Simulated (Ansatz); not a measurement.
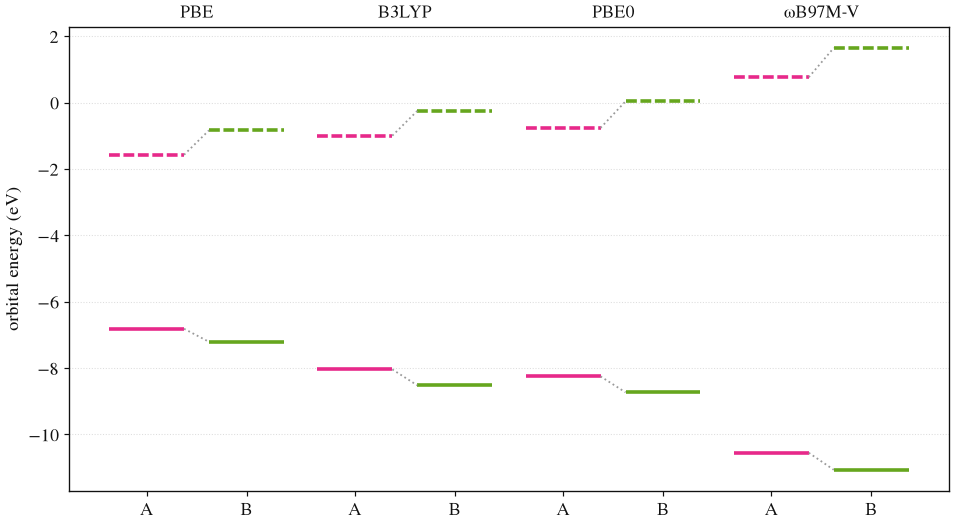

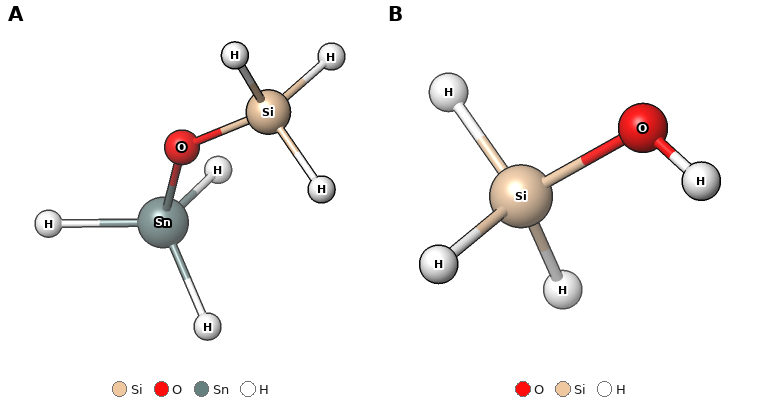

One change: A, SnSiH₆O (SMILES [SiH3][O][SnH3]), becomes B, SiH₄O (SMILES O[SiH3]). SnH₃ on O is replaced by H. HOMO (solid) and LUMO (dashed) computed in def2-TZVPP at PBE0-D4/def2-TZVP geometries, both minima by their frequencies, gas phase, the Ansatz code 0.2.0. Empty levels above zero depend strongly on the basis.

**What does the change do to HOMO and LUMO?**

PBE: the HOMO falls by 0.39 eV, the LUMO rises by 0.74 eV, and the separation goes from 5.24 to 6.38 eV. B3LYP: the HOMO falls by 0.48 eV, the LUMO rises by 0.75 eV, and the separation goes from 7.04 to 8.27 eV. PBE0: the HOMO falls by 0.48 eV, the LUMO rises by 0.80 eV, and the separation goes from 7.49 to 8.77 eV. ωB97M-V: the HOMO falls by 0.51 eV, the LUMO rises by 0.88 eV, and the separation goes from 11.32 to 12.71 eV.

**Do the functionals agree on the effect?**

They agree on the direction for both levels; the HOMO shift lies between −0.51 and −0.39 eV and the LUMO shift between 0.74 and 0.88 eV, while the separations themselves differ by up to 6.3 eV between functionals.

Caveats: core potentials past krypton; spin-orbit coupling is left out, and with Sn it can shift these values.
